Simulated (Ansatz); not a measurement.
# BNH (quartet): one geometry, many settings

Aim: run BNH (quartet) at one geometry under a spread of methods and options, and see what each costs and gives.

Program: Ansatz 0.2.0, Gaussian basis. Level of theory: the settings change from run to run. These are calculated values, not measurements.

22 further runs of the same task are left out: 9 that didn't finish, 13 set aside as unsound or not needed.

**1. The geometry**

The geometry is a PBE0/def2-TZVP stationary point (not a proven minimum).

3 atoms, charge 0, spin multiplicity 4.

Atoms are counted from 1 here; the program's logs count them from 0.

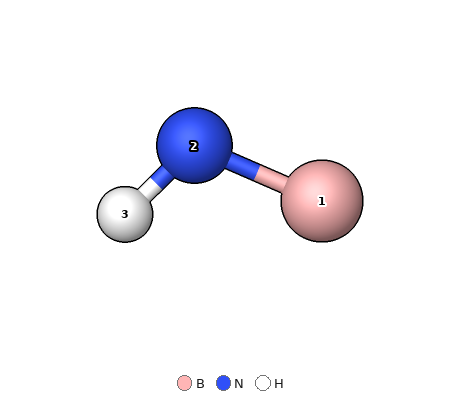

The structure; boron pink, nitrogen blue, hydrogen white; atoms are numbered from 1 in the order of the file.

**2. BCCD(T) on UHF/6-31G**

Contents of in.yaml:

```yaml
crystal:
  periodic: [false, false, false]
  atoms:
    - {symbol: B, position_ang: [0.000000, 0.079752, 0.863775]}
    - {symbol: N, position_ang: [0.000000, -0.117617, -0.587927]}
    - {symbol: H, position_ang: [0.000000, 0.779045, -1.094669]}
basis:
  gaussian: {orbitals: 6-31G, fitting: {mean_field: def2-universal-jkfit}}
magnetization: {spin_polarized: true, initial_magnetization: 3}
correlation: {method: bccd_t, electrons: outside_noble_gas}
accuracy: high
```

Launch:

```console
$ ansatz run in.yaml --threads 1 --pin off --events-out ev --progress --plain --max-ram 2393MiB
```

What it wrote, cut to the lines that bear on the results:

```text
Functional definition: HF
  name "HF"
  cite "Fock, Z. Phys. 61, 126 (1930) doi:10.1007/BF01340294"
  parent pbe
[...]
170 factors; integrals over basis functions are off by at most 2.7e-2 eV
[...]
mean field -2163.19840577 eV, -79.4960751435 hartree, gradient 3.0e-8 eV, S^2 3.754315; 18 other end points of the search recorded, 0 dependent functions left out
determinant -2163.19840577 eV, -79.4960751435 hartree, with singles and doubles -2166.43792990 eV, -79.6151254593 hartree
determinant -2163.19812380 eV, -79.4960647813 hartree, with singles and doubles -2166.43810170 eV, -79.6151317730 hartree
determinant -2162.95612763 eV, -79.4871715862 hartree, with singles and doubles -2166.16502577 eV, -79.6050964177 hartree
determinant -2162.51039171 eV, -79.4707910930 hartree, with singles and doubles -2165.90785194 eV, -79.5956454539 hartree
determinant -2161.54816356 eV, -79.4354298607 hartree, with singles and doubles -2164.65032329 eV, -79.5494321280 hartree
determinant -2163.19840577 eV, -79.4960751435 hartree, with singles and doubles -2166.44002753 eV, -79.6152025460 hartree
determinant -2163.19812380 eV, -79.4960647813 hartree, with singles and doubles -2166.44026671 eV, -79.6152113357 hartree
determinant -2162.95612763 eV, -79.4871715862 hartree, with singles and doubles -2166.19206386 eV, -79.6060900492 hartree
determinant -2162.51039171 eV, -79.4707910930 hartree, with singles and doubles -2165.96311680 eV, -79.5976763997 hartree
2 core orbitals not correlated: weight in the atoms' cores, before any rotation towards them, 1.000 or more for the frozen orbitals, at most 0.000 for the correlated occupied ones
reference -2163.19812380 eV, -79.4960647813 hartree; 6, 3 occupied and 12, 15 virtual orbitals, 170 factors
second order -2.75744185 eV of doubles, -0.00000000 eV of singles
cycle   1  -3.23176806 eV  change    1.0e-2 eV  update   9.2e-3
[...]
cycle  23  -3.22914529 eV  change  -3.0e-10 eV  update  6.9e-10
perturbative correction -0.07937728 eV, -0.0029170611 hartree
Total energy: -2166.50664637 eV, -79.6176507432 hartree
```

It took 0.78 s on 1 thread of Intel Xeon 6975P-C, shared host.

From the report: ⟨S²⟩ of the determinant 3.754 (pure quartet: 3.75); correlation -3.3085 eV; largest double amplitude 0.05.

**3. CCSD on ROHF/aug-cc-pVDZ**

Contents of in.yaml:

```yaml
crystal:
  periodic: [false, false, false]
  atoms:
    - {symbol: B, position_ang: [0.000000, 0.079752, 0.863775]}
    - {symbol: N, position_ang: [0.000000, -0.117617, -0.587927]}
    - {symbol: H, position_ang: [0.000000, 0.779045, -1.094669]}
basis:
  gaussian: {orbitals: aug-cc-pVDZ}
magnetization: {spin_polarized: false, initial_magnetization: 3}
correlation: {method: ccsd, electrons: outside_noble_gas}
scf: {lower_state_search: off}
```

Launched as before.

What it wrote, cut to the lines that bear on the results:

```text
Functional definition: HF
  name "HF"
  cite "Fock, Z. Phys. 61, 126 (1930) doi:10.1007/BF01340294"
  parent pbe
[...]
543 factors; integrals over basis functions are off by at most 9.8e-4 eV
[...]
mean field -2164.43442595 eV, -79.5414980472 hartree, gradient 3.0e-6 eV, S^2 3.750000; 0 other end points of the search recorded, 0 dependent functions left out
2 core orbitals not correlated: weight in the atoms' cores, before any rotation towards them, 1.000 or more for the frozen orbitals, at most 0.000 for the correlated occupied ones
reference -2164.43442595 eV, -79.5414980472 hartree; 6, 3 occupied and 47, 50 virtual orbitals, 543 factors
second order -4.76658586 eV of doubles, -0.07230064 eV of singles
cycle   1  -5.23932527 eV  change   -4.0e-1 eV  update   6.0e-2
[...]
cycle  14  -5.46985208 eV  change    7.4e-6 eV  update   4.4e-6
Total energy: -2169.90427803 eV, -79.7425114036 hartree
Checks for a lower state left out: stability, starts, cluster_reference, orbital_swaps, neighbouring_geometries, increment
```

It took 0.72 s on 1 thread of Intel Xeon 6975P-C, shared host.

From the report: correlation -5.4699 eV; T1 0.026; largest double amplitude 0.03.

**4. MP2 on UHF/6-31++G****

Contents of in.yaml:

```yaml
crystal:
  periodic: [false, false, false]
  atoms:
    - {symbol: B, position_ang: [0.000000, 0.079752, 0.863775]}
    - {symbol: N, position_ang: [0.000000, -0.117617, -0.587927]}
    - {symbol: H, position_ang: [0.000000, 0.779045, -1.094669]}
basis:
  gaussian: {orbitals: "6-31++G**"}
magnetization: {spin_polarized: true, initial_magnetization: 3}
correlation: {method: mp2, electrons: outside_noble_gas}
```

Same command.

What it wrote, cut to the lines that bear on the results:

```text
Functional definition: HF
  name "HF"
  cite "Fock, Z. Phys. 61, 126 (1930) doi:10.1007/BF01340294"
  parent pbe
[...]
398 factors; integrals over basis functions are off by at most 1.2e-3 eV
[...]
mean field -2164.30407465 eV, -79.5367077252 hartree, gradient 4.4e-6 eV, S^2 3.757248; 17 other end points of the search recorded, 0 dependent functions left out
2 core orbitals not correlated: weight in the atoms' cores, before any rotation towards them, 1.000 or more for the frozen orbitals, at most 0.000 for the correlated occupied ones
reference -2164.30407465 eV, -79.5367077252 hartree; 6, 3 occupied and 36, 39 virtual orbitals, 398 factors
second order -4.62953201 eV of doubles, -0.00000000 eV of singles
Total energy: -2168.93360666 eV, -79.7068398887 hartree
```

Run time: 0.57 s. Hardware: 1 thread of Intel Xeon 6975P-C, shared host.

From the report: ⟨S²⟩ of the determinant 3.757 (pure quartet: 3.75).

**5. CASSCF(3,10)/6-31G**

Contents of in.yaml:

```yaml
crystal:
  periodic: [false, false, false]
  atoms:
    - {symbol: B, position_ang: [0.000000, 0.079752, 0.863775]}
    - {symbol: N, position_ang: [0.000000, -0.117617, -0.587927]}
    - {symbol: H, position_ang: [0.000000, 0.779045, -1.094669]}
basis:
  gaussian: {orbitals: 6-31G}
magnetization: {spin_polarized: false, initial_magnetization: 3}
correlation: {active_space: {window: {electrons: 3, orbitals: 10}}}
accuracy: high
output: {forces: true}
```

Same command.

What it wrote, cut to the lines that bear on the results:

```text
Functional definition: HF
  name "HF"
  cite "Fock, Z. Phys. 61, 126 (1930) doi:10.1007/BF01340294"
  parent pbe
[...]
481 factors; integrals over basis functions are off by at most 2.9e-9 eV
[...]
mean field -2163.15192290 eV, -79.4943669297 hartree, gradient 6.0e-8 eV, S^2 3.750000; 12 other end points of the search recorded, 0 dependent functions left out
reference -2163.15192290 eV, -79.4943669297 hartree; 8, 5 occupied and 12, 15 virtual orbitals, 481 factors
state -2163.29235218 eV, -79.4995276103 hartree
[...]
Total energy: -2163.29235218 eV, -79.4995276103 hartree
Atom 0 at     0.000000     0.079752     0.863775 Å, force     0.000000    -0.197521     0.749657 eV/Å
Atom 1 at     0.000000    -0.117617    -0.587927 Å, force    -0.000000     0.904375    -0.664331 eV/Å
Atom 2 at     0.000000     0.779045    -1.094669 Å, force    -0.000000    -0.706854    -0.085326 eV/Å
Dipole moment:    -0.000000     0.389144     0.050364 e Å
```

Wall time 2.2 s (1 thread of Intel Xeon 6975P-C, shared host).

From the report: 120 determinants; active occupations 1.00, 1.00, 1.00, 0.00, 0.00, 0.00, 0.00, 0.00, 0.00, 0.00.

**6. CCSDT(Q)/cc-pVDZ**

Contents of in.yaml:

```yaml
crystal:
  periodic: [false, false, false]
  atoms:
    - {symbol: B, position_ang: [0.000000, 0.079752, 0.863775]}
    - {symbol: N, position_ang: [0.000000, -0.117617, -0.587927]}
    - {symbol: H, position_ang: [0.000000, 0.779045, -1.094669]}
basis:
  gaussian: {orbitals: cc-pVDZ}
magnetization: {spin_polarized: true, initial_magnetization: 3}
hamiltonian: {xc: {name: PBE}}
correlation: {method: ccsdt_q, electrons: outside_noble_gas}
```

Same command.

What it wrote, cut to the lines that bear on the results:

```text
Functional definition: PBE
  name "PBE"
  cite "Perdew, Burke & Ernzerhof, Phys. Rev. Lett. 77, 3865 (1996) doi:10.1103/PhysRevLett.77.3865"
  parent pbe
[...]
606 factors; integrals over basis functions are off by at most 1.4e-7 eV
[...]
mean field -2172.70700406 eV, -79.8455096855 hartree, gradient 1.8e-6 eV, S^2 3.752005; 14 other end points of the search recorded, 0 dependent functions left out
2 core orbitals not correlated: weight in the atoms' cores, before any rotation towards them, 1.000 or more for the frozen orbitals, at most 0.000 for the correlated occupied ones
reference -2163.93583032 eV, -79.5231749957 hartree; 6, 3 occupied and 25, 28 virtual orbitals, 606 factors
second order -4.86969715 eV of doubles, -0.25553772 eV of singles
cycle   1  -5.32769554 eV  change   -2.1e-1 eV  update   6.5e-2
[...]
cycle  35  -5.70094765 eV  change    1.1e-7 eV  update   6.2e-7
perturbative correction -0.01307005 eV, -0.0004803155 hartree
Total energy: -2169.64984802 eV, -79.7331612731 hartree
```

Run time: 8.5 s. Hardware: 1 thread of Intel Xeon 6975P-C, shared host.

From the report: ⟨S²⟩ of the determinant 3.752 (pure quartet: 3.75); correlation -5.7140 eV; T1 0.038; largest double amplitude 0.08. The orbitals are Kohn-Sham ones, so correlation energy and T1 don't compare with those on Hartree-Fock orbitals.

**7. CCSDT(Q) on ROHF/6-31G**

in.yaml, as its differences from that of step 6:

```diff
@@ -7,5 +7,6 @@
 basis:
-  gaussian: {orbitals: cc-pVDZ}
-magnetization: {spin_polarized: true, initial_magnetization: 3}
-hamiltonian: {xc: {name: PBE}}
+  gaussian: {orbitals: 6-31G}
+magnetization: {spin_polarized: false, initial_magnetization: 3}
 correlation: {method: ccsdt_q, electrons: outside_noble_gas}
+accuracy: high
+output: {forces: true}
```

The command is unchanged.

What it wrote, cut to the lines that bear on the results:

```text
Functional definition: HF
  name "HF"
  cite "Fock, Z. Phys. 61, 126 (1930) doi:10.1007/BF01340294"
  parent pbe
[...]
481 factors; integrals over basis functions are off by at most 2.9e-9 eV
[...]
mean field -2163.15192290 eV, -79.4943669297 hartree, gradient 6.0e-8 eV, S^2 3.750000; 14 other end points of the search recorded, 0 dependent functions left out
[...]
determinant -2163.15192290 eV, -79.4943669297 hartree, with singles and doubles -2166.43781688 eV, -79.6151213061 hartree
determinant -2162.89404421 eV, -79.4848900626 hartree, with singles and doubles -2166.16478026 eV, -79.6050873952 hartree
determinant -2162.48347415 eV, -79.4698018910 hartree, with singles and doubles -2165.90732450 eV, -79.5956260708 hartree
determinant -2161.45540927 eV, -79.4320212036 hartree, with singles and doubles -2164.64927188 eV, -79.5493934895 hartree
[...]
determinant -2162.48347415 eV, -79.4698018910 hartree, with singles and doubles -2165.96272908 eV, -79.5976621514 hartree
2 core orbitals not correlated: weight in the atoms' cores, before any rotation towards them, 1.000 or more for the frozen orbitals, at most 0.000 for the correlated occupied ones
reference -2163.15192290 eV, -79.4943669297 hartree; 6, 3 occupied and 12, 15 virtual orbitals, 481 factors
second order -2.77179920 eV of doubles, -0.02857580 eV of singles
cycle   1  -3.07769074 eV  change   -2.8e-1 eV  update   6.2e-2
[...]
cycle  34  -3.37415308 eV  change   7.3e-10 eV  update   1.0e-9
perturbative correction -0.00681525 eV, -0.0002504558 hartree
[...]
Total energy: -2166.53289123 eV, -79.6186152241 hartree
Atom 0 at     0.000000     0.079752     0.863775 Å, force     0.000000    -0.040192     1.673427 eV/Å
Atom 1 at     0.000000    -0.117617    -0.587927 Å, force     0.000000    -0.349395    -1.019838 eV/Å
Atom 2 at     0.000000     0.779045    -1.094669 Å, force    -0.000000     0.389587    -0.653590 eV/Å
Dipole moment:     0.000000     0.342628    -0.048440 e Å
```

Wall time 9.5 s (1 thread of Intel Xeon 6975P-C, shared host).

From the report: correlation -3.3810 eV; T1 0.024; largest double amplitude 0.08.

**8. All runs side by side**

Where basis and cores are those of an earlier FCI/6-31G run (-2166.5333 eV), and the state is the same kind, the miss against it is given.

```tsv
level	correlated	functions	energy (eV)	from FCI (meV)	time
BCCD(T) on UHF/6-31G	outside noble gas	20	-2166.5066	26.6	0.78 s
CCSD on ROHF/aug-cc-pVDZ	outside noble gas	55	-2169.9043		0.72 s
MP2 on UHF/6-31++G**	outside noble gas	44	-2168.9336		0.57 s
CASSCF(3,10)/6-31G		20	-2163.2924	3240.9	2.2 s
CCSDT(Q)/cc-pVDZ (on PBE orbitals)	outside noble gas	33	-2169.6498		8.5 s
CCSDT(Q) on ROHF/6-31G	outside noble gas	20	-2166.5329	0.4	9.5 s
```

**9. Results**

| quantity | value |
| --- | --- |
| runs | 6 |
| quickest | MP2 on UHF/6-31++G**, 0.57 s |
| slowest | CCSDT(Q) on ROHF/6-31G, 9.5 s |

Total energies in different bases, with other cores or another treatment of relativity can't be set against each other. CCSDT(Q) on ROHF/6-31G took 17 times as long as MP2 on UHF/6-31++G**; the jobs differ in more than the method. Among the correlated runs with a miss given, it spans +0 to +27 meV. Hartree-Fock, CASSCF and CASCI lack dynamic correlation by design.
